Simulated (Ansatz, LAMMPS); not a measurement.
# Structural relaxation of amorphous HfO2 at 7.65 g/cm^3 (78 atoms), part 2 of 4

Wanted: the relaxed structure of amorphous HfO2 at 7.65 g/cm^3 (78 atoms) and its electronic structure.

Ansatz 0.2.0; Kohn-Sham DFT, PBE, PAW (set soft_2), plane waves.

The cell: 26 Hf and 52 O. The quench rate of 50 K/ps far exceeds what a furnace or splat quench reaches. The network of bonds at the start is that of the classical potential that made the cell. Only the Γ point is sampled in the main run, in a cell whose shortest periodic width is 11 Å. No spin–orbit coupling is included.

So far. Step 3 (Single point at the start): Neighbours are counted within 2.82 Å (O-Hf).

## Step 4: Relaxation

With the cell held, the atoms are moved downhill towards a nearby minimum.

The input, input.yaml:

```yaml
crystal:
  lattice:
    - [10.5908, 0.0, 0.0]
    - [0.0, 10.5908, 0.0]
    - [0.0, 0.0, 10.5908]
  atoms:
    [... the 78 atom lines of step 3 ...]
kpoints:
  mp_grid: { grid: [1, 1, 1] }
hamiltonian:
  xc: pbe
scf:
  occupations: { method: fermi_dirac, width: 0.025 }
output:
  forces: true
relax:
  f_tol: 0.04
  max_steps: 250
```

On the command line:

```console
$ ansatz run input.yaml --threads 4 --pin off --max-ram 8192MiB --backend cpu --events-out ev --progress --plain --runs-dir out
```

Numbers of over 12 decimals in the logs are rounded to 6 here.

The program printed:

```text
[...]
Crystal: 78 atoms, lattice volume = 1187.918 Å³
Basis set: ecut = 420 eV, 23127 PW (Γ), exchange–correlation on 144×144×144 points (8 copies of the dense FFT grid, shifted against one another)
Bands: 593, of which v1, the nominal top of the filled ones, is band 494 counted from 1 (493 counted from 0)
Symmetry: 1 space group operations
[...]
k-points: 1
[...]
SCF iter   1: F=—  HF=-438385.092937 eV  |F-HF|=—  |Δ(HF+E_count)|=         —  Δρ=4.16e-3  dr2=2.13e-1  ethr=1.77e-3  ⟨swp⟩=4.0  Hψ=1798  notcnv=0  defer=74
[...]
SCF iter   7: F=-438385.086005 eV  HF=-438385.086013 eV  |F-HF|=8.21e-6  |Δ(HF+E_count)|=   7.77e-5  Δρ=4.96e-5  dr2=3.37e-5  ethr=4.05e-9  ⟨swp⟩=4.0  Hψ=1929  notcnv=0
SCF 1 converged in 7 iterations: F = -438385.086005 eV  dr2 = 3.37e-5
[...]
relax step   1: F+E_penalty+E_count = -438385.08600518 eV  Δ(F+E_penalty+E_count) = +0.000e0 eV  max|allowed force component| = 2.351e0 eV/Å  Δτ_max = 0.0000 Å  (7 SCF iters, dr2 threshold 4.00e-5 eV, accepted)
[...]
relax step   2: F+E_penalty+E_count = -438386.37925358 eV  Δ(F+E_penalty+E_count) = -1.293e0 eV  max|allowed force component| = 9.904e-1 eV/Å  Δτ_max = 0.1701 Å  (7 SCF iters, dr2 threshold 1.00e-4 eV, accepted)
[...]
relax step   3: F+E_penalty+E_count = -438386.95785321 eV  Δ(F+E_penalty+E_count) = -5.786e-1 eV  max|allowed force component| = 4.561e-1 eV/Å  Δτ_max = 0.0672 Å  (6 SCF iters, dr2 threshold 6.13e-5 eV, accepted)
relax step   4: F+E_penalty+E_count = -438387.35867392 eV  Δ(F+E_penalty+E_count) = -4.008e-1 eV  max|allowed force component| = 2.122e-1 eV/Å  Δτ_max = 0.2000 Å  (7 SCF iters, dr2 threshold 3.69e-5 eV, accepted)
relax step   5: F+E_penalty+E_count = -438387.43843011 eV  Δ(F+E_penalty+E_count) = -7.976e-2 eV  max|allowed force component| = 1.611e-1 eV/Å  Δτ_max = 0.2000 Å  (7 SCF iters, dr2 threshold 9.55e-6 eV, accepted)
relax step   6: F+E_penalty+E_count = -438387.45838646 eV  Δ(F+E_penalty+E_count) = -1.996e-2 eV  max|allowed force component| = 8.322e-2 eV/Å  Δτ_max = 0.0771 Å  (7 SCF iters, dr2 threshold 5.62e-6 eV, accepted)
relax step   7: F+E_penalty+E_count = -438387.47867110 eV  Δ(F+E_penalty+E_count) = -2.028e-2 eV  max|allowed force component| = 6.988e-2 eV/Å  Δτ_max = 0.2000 Å  (8 SCF iters, dr2 threshold 1.85e-6 eV, accepted)
relax step   8: F+E_penalty+E_count = -438387.48521785 eV  Δ(F+E_penalty+E_count) = -6.547e-3 eV  max|allowed force component| = 1.049e-1 eV/Å  Δτ_max = 0.0669 Å  (9 SCF iters, accepted)
relax step   9: F+E_penalty+E_count = -438387.51551016 eV  Δ(F+E_penalty+E_count) = -3.029e-2 eV  max|allowed force component| = 1.361e-1 eV/Å  Δτ_max = 0.2000 Å  (7 SCF iters, dr2 threshold 7.76e-6 eV, accepted)
relax step  10: F+E_penalty+E_count = -438387.52217129 eV  Δ(F+E_penalty+E_count) = -6.661e-3 eV  max|allowed force component| = 1.757e-1 eV/Å  Δτ_max = 0.1950 Å  (7 SCF iters, dr2 threshold 1.85e-5 eV, accepted)
relax step  11: F+E_penalty+E_count = -438387.54945010 eV  Δ(F+E_penalty+E_count) = -2.728e-2 eV  max|allowed force component| = 1.105e-1 eV/Å  Δτ_max = 0.1021 Å  (7 SCF iters, dr2 threshold 3.09e-5 eV, accepted)
relax step  12: F+E_penalty+E_count = -438387.58311838 eV  Δ(F+E_penalty+E_count) = -3.367e-2 eV  max|allowed force component| = 1.542e-1 eV/Å  Δτ_max = 0.2000 Å  (7 SCF iters, dr2 threshold 4.83e-6 eV, accepted)
relax step  13: F+E_penalty+E_count = -438387.59021756 eV  Δ(F+E_penalty+E_count) = -7.099e-3 eV  max|allowed force component| = 5.041e-1 eV/Å  Δτ_max = 0.1991 Å  (7 SCF iters, dr2 threshold 9.41e-6 eV, accepted)
relax step  14: F+E_penalty+E_count = -438387.66889774 eV  Δ(F+E_penalty+E_count) = -7.868e-2 eV  max|allowed force component| = 1.772e-1 eV/Å  Δτ_max = 0.2000 Å  (5 SCF iters, dr2 threshold 1.00e-4 eV, accepted)
relax step  15: F+E_penalty+E_count = -438387.71639747 eV  Δ(F+E_penalty+E_count) = -4.750e-2 eV  max|allowed force component| = 1.437e-1 eV/Å  Δτ_max = 0.2000 Å  (7 SCF iters, dr2 threshold 3.88e-6 eV, accepted)
relax step  16: F+E_penalty+E_count = -438387.74421389 eV  Δ(F+E_penalty+E_count) = -2.782e-2 eV  max|allowed force component| = 2.262e-1 eV/Å  Δτ_max = 0.1958 Å  (8 SCF iters, dr2 threshold 2.55e-6 eV, accepted)
relax step  17: F+E_penalty+E_count = -438387.77526074 eV  Δ(F+E_penalty+E_count) = -3.105e-2 eV  max|allowed force component| = 8.409e-2 eV/Å  Δτ_max = 0.2000 Å  (7 SCF iters, dr2 threshold 3.36e-5 eV, accepted)
relax step  18: F+E_penalty+E_count = -438387.79302591 eV  Δ(F+E_penalty+E_count) = -1.777e-2 eV  max|allowed force component| = 7.003e-2 eV/Å  Δτ_max = 0.2000 Å  (10 SCF iters, accepted)
relax step  19: F+E_penalty+E_count = -438387.78923722 eV  Δ(F+E_penalty+E_count) = +3.789e-3 eV  max|allowed force component| = 1.149e-1 eV/Å  Δτ_max = 0.1249 Å  (9 SCF iters, rejected (line search))
relax step  20: F+E_penalty+E_count = -438387.79925012 eV  Δ(F+E_penalty+E_count) = -6.224e-3 eV  max|allowed force component| = 2.516e-2 eV/Å  Δτ_max = 0.0625 Å  (9 SCF iters, accepted)
relax step  21: F+E_penalty+E_count = -438387.79944765 eV  Δ(F+E_penalty+E_count) = -1.975e-4 eV  max|allowed force component| = 4.791e-2 eV/Å  Δτ_max = 0.0436 Å  (9 SCF iters, accepted)
relax step  22: F+E_penalty+E_count = -438387.80332350 eV  Δ(F+E_penalty+E_count) = -3.876e-3 eV  max|allowed force component| = 1.500e-1 eV/Å  Δτ_max = 0.1500 Å  (9 SCF iters, accepted)
relax step  23: F+E_penalty+E_count = -438387.80834470 eV  Δ(F+E_penalty+E_count) = -5.021e-3 eV  max|allowed force component| = 8.250e-2 eV/Å  Δτ_max = 0.0840 Å  (5 SCF iters, dr2 threshold 2.25e-5 eV, accepted)
relax step  24: F+E_penalty+E_count = -438387.79993093 eV  Δ(F+E_penalty+E_count) = +8.414e-3 eV  max|allowed force component| = 1.214e-1 eV/Å  Δτ_max = 0.2000 Å  (9 SCF iters, dr2 threshold 2.06e-6 eV, rejected (line search))
[...]
relax step  25: F+E_penalty+E_count = -438387.81509571 eV  Δ(F+E_penalty+E_count) = -6.751e-3 eV  max|allowed force component| = 3.700e-2 eV/Å  Δτ_max = 0.0507 Å  (9 SCF iters, accepted)
SCF converged after 9 iterations
Free energy (F): -438387.815096 eV
[...]
Internal energy: -438387.815096 eV  (E = F + TS)
E sigma→0 (E₀):  -438387.815096 eV
Fermi energy:    11.094711 eV
[...]
--- Forces (eV/Å), atoms counted from 1 ---
  atom   1  Hf    -0.01017478     0.02259469     0.01165301
  atom   2  Hf     0.00821279     0.01326717     0.02092760
  atom   3  Hf     0.03700421    -0.02263256    -0.01262797
  atom   4  Hf     0.01426043    -0.03388095     0.01138858
  atom   5  Hf     0.00189876     0.00907972     0.00479841
  atom   6  Hf     0.01051608     0.02502862     0.03601364
  atom   7  Hf     0.01964281     0.02505219     0.00677077
  atom   8  Hf     0.00366113     0.02755573    -0.00225094
  atom   9  Hf    -0.02312733    -0.00430565    -0.03190741
  atom  10  Hf     0.00820535    -0.01844436    -0.01027289
  atom  11  Hf    -0.00353892    -0.03449832    -0.02403924
  atom  12  Hf     0.00151055     0.00279107     0.01001511
  atom  13  Hf     0.00994103     0.01815708     0.01425684
  atom  14  Hf    -0.01260133     0.03288639    -0.01373328
[...]
atom  77  O      0.00451252    -0.00708723    -0.00327420
  atom  78  O      0.00338546     0.00509218     0.01032325
  max |Σ_I F_I| component: 3.19e-4 eV/Å
--- Relaxed structure (25 steps of the walk, 23 accepted, 0 SCFs on fresh bases) ---
  F+E_penalty+E_count = -438387.81509571 eV   max|allowed force component| = 3.700e-2 eV/Å
  atoms:
    - { symbol: Hf, position: [0.462625, 0.608678, 0.278206] }
    - { symbol: Hf, position: [0.134467, 0.722422, 0.206356] }
    - { symbol: Hf, position: [0.743960, 0.597493, 0.769441] }
    - { symbol: Hf, position: [0.687810, 0.383683, 0.068606] }
[...]
- { symbol: O, position: [0.069685, 0.231033, 0.749278] }
```

Wall time 6.6 min (4 threads of Arm Neoverse V2, shared host); peak memory 1.9 GiB.

Relaxation path (22 of 25):

```csv
step,energy less that of the first step (eV),largest force component (eV/Å)
1,0.0000,2.3512
2,-1.2932,0.9904
3,-1.8718,0.4561
4,-2.2727,0.2122
6,-2.3724,0.0832
7,-2.3927,0.0699
8,-2.3992,0.1049
9,-2.4295,0.1361
10,-2.4362,0.1757
11,-2.4634,0.1105
12,-2.4971,0.1542
14,-2.5829,0.1772
15,-2.6304,0.1437
16,-2.6582,0.2262
17,-2.6893,0.0841
18,-2.7070,0.0700
19,-2.7032,0.1149
20,-2.7132,0.0252
22,-2.7173,0.1500
23,-2.7223,0.0825
24,-2.7139,0.1214
25,-2.7291,0.0370
```

Relaxation steps 19, 24 were tried and not accepted.

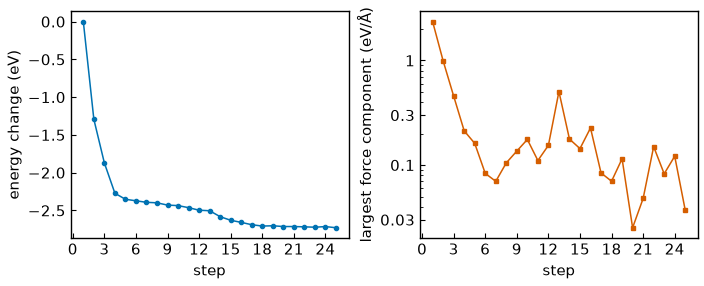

Energy and largest force along the relaxation.

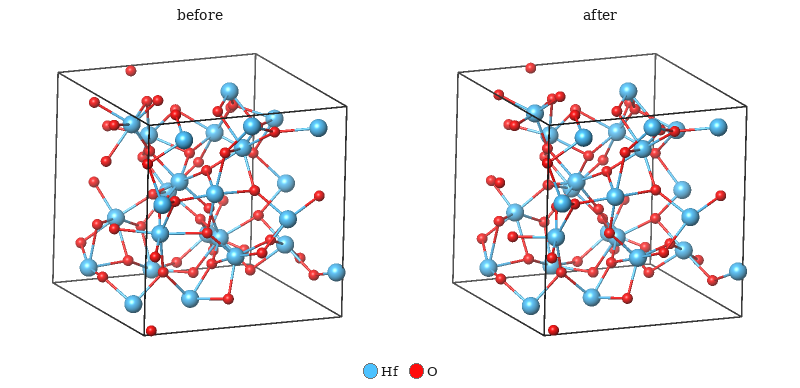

The structure before and after the relaxation, drawn at the same scale. Bonds to atoms that aren't drawn are left out.

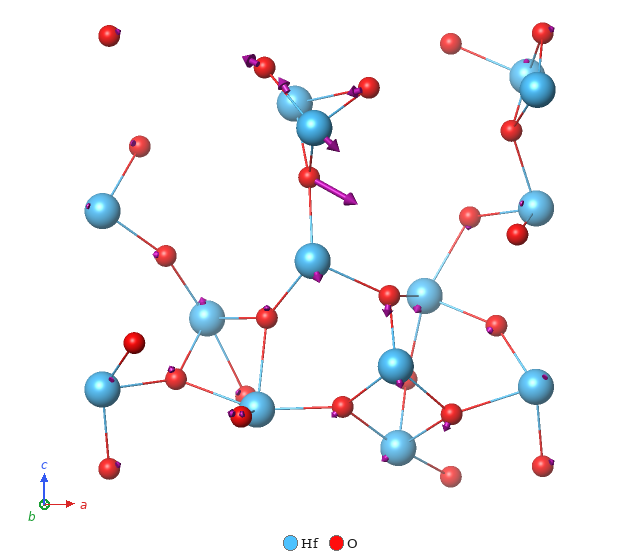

Displacements in the relaxation, scaled; the longest in the cell stands for 1.71 Å. Drawn is a slice 4 Å thick, seen along the normal of the ac plane. Bonds to atoms that aren't drawn are left out.

The atoms that moved most (Å):

```csv
atom,dx,dy,dz,length
O62,1.278,-0.916,-0.674,1.711
O48,-0.489,0.454,0.218,0.702
Hf14,0.476,-0.100,-0.449,0.661
Hf23,-0.268,0.289,0.455,0.601
O40,-0.361,-0.395,-0.102,0.545
O46,-0.447,0.239,-0.155,0.530
O41,-0.144,-0.221,0.448,0.520
O39,-0.058,-0.048,-0.409,0.416
```

The relaxation changed the energy by -35.0 meV/atom, and atoms moved by 0.32 Å r.m.s., 1.7 Å at most.

## Step 5: Local order after relaxation

Bonds before and after, by the cutoffs listed below:

```csv
pair,bonds before,bonds after,mean before (Å),mean after (Å),spread before (Å),spread after (Å)
O-Hf,150,150,2.141,2.139,0.075,0.139
```

Density 7.65 g/cm³, 15.23 Å³ an atom.

g(r), total and by pair (bins of 0.2 Å):

```csv
r (Å),total,O-O,O-Hf,Hf-Hf
1.90,0.73,0.00,1.64,0.00
2.10,3.35,0.00,7.55,0.00
2.30,0.87,0.00,1.95,0.00
2.50,0.39,0.59,0.29,0.00
2.70,0.79,1.62,0.15,0.00
2.90,1.09,2.45,0.00,0.00
3.10,1.21,2.41,0.14,0.71
3.30,0.90,1.45,0.13,1.80
3.50,0.85,1.00,0.45,1.83
3.70,0.68,0.44,0.66,1.72
3.90,1.09,0.62,0.97,3.41
4.10,1.02,0.85,1.11,1.35
4.30,1.06,0.99,1.26,0.46
4.50,1.00,0.61,1.61,0.14
4.70,0.99,0.52,1.59,0.45
4.90,0.97,0.62,1.43,0.52
5.10,1.16,1.27,1.19,0.59
```

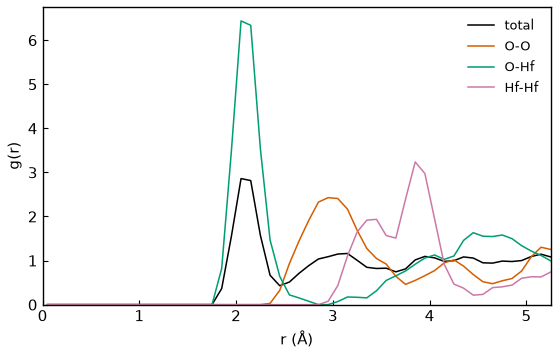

Pair distribution functions, lightly smoothed.

Bonds by pair of elements; cutoffs follow the first minimum of g(r), held within bounds set by covalent radii, and pairs that aren't listed don't count as bonded:

```csv
pair A-B,cutoff (Å),bonds,mean length (Å),spread (Å),shortest (Å),B about A,A about B
O-Hf,2.88,150,2.14,0.139,1.91,2.88,5.77
```

How many atoms have how many bonded neighbours:

```csv
element,mean,2,3,4,5,6,7
Hf,5.77,0,0,0,8,16,2
O,2.88,9,40,3,0,0,0
```

Bond angles (no mean is given where the spread exceeds 20°):

```csv
angle,count,mean (°),spread (°)
O-Hf-O,362,-,-
Hf-O-Hf,147,-,-
```

Bond length by coordination (bonds to H left out):

```csv
element,coordination,atoms,mean bond length (Å)
Hf,5,8,2.08
Hf,6,16,2.15
Hf,7,2,2.22
O,2,9,1.97
O,3,40,2.15
O,4,3,2.29
```

For some of the pairs, g(r) has its first main peak near 3.0 Å (O-O) and 2.1 Å (O-Hf). By these cutoffs 62 % of Hf atoms have 6 and 77 % of O atoms have 3 bonded neighbours. Bonds at O atoms with 2 neighbours average 1.97 Å, against 2.29 Å at those with 4.

(Continued in part 3 of 4.)

[Logs are printed without paths, hosts, clocks, repeated set-up lines and the standing remarks that a program may print on its own settings, such as how far it seeks lower states.]

[Hosts, paths, dates, database ids (printed as entryN), source tags and the programs' standing remarks are cut or masked in the printed files.]
